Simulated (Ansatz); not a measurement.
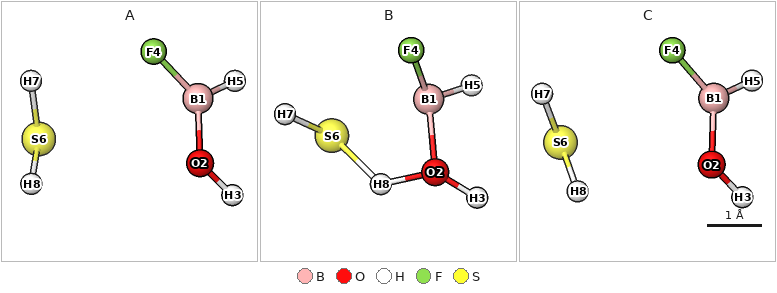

3 geometries from a converged minimum-energy path of BH4SOF, made up at the start of BH$_{2}$OF and H2S, shuffled. The picture is a ball-and-stick view, seen at a tilt.

Theory: RHF/def2-SVP (Ansatz). Settings: 5 movable images; climbing image; force threshold 0.05 eV/Å; iteration limit 60; starting path through a guess of the saddle point.

> Which of them lies highest in energy?

B. In order along the path, whose images run from 0 to 6: A (image 0, 0.00 eV), C (image 1, +0.01 eV), B (image 4, +2.04 eV). Breaking: B1–O2 (1.34 → 1.50 at the top → 2.65 Å), S6–H8 (1.34 → 1.62 at the top → 3.25 Å). Forming: B1–S6 (3.61 → 2.19 at the top → 1.82 Å), O2–H8 (3.49 → 1.23 at the top → 0.95 Å).

Limits of the set-up: the start holds two separate molecules, 2.9 Å apart at their closest, whose relative position is a soft coordinate and is computed without a dispersion correction; Hartree-Fock leaves out electron correlation.
